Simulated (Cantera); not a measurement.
A closed system holds: 1 mol B2H6, 4.4 mol O2, 0.6 mol H2, 1.9 mol N2, equilibrated at 0.00270 bar.

Equilibrium computed with Cantera from the NASA thermochemical tables; the gas is ideal and each condensed phase is pure. Candidate condensed phases: B, BN, B2O3, B3O3H3, H2O; 39 gas species. The feed counts by its element totals alone. Gases not in the tables: H3BO3. Equilibrium is a limit: real reactors are often held back by kinetics, nucleation or transport.

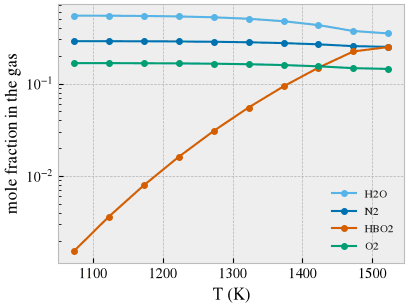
Equilibrium gas composition (values under 1e-9 drawn at 1e-9)

Q: Read off the mole fractions at 1373 K.

A: H2O about 0.47, N2 about 0.27, O2 about 0.16, HBO2 about 0.093.
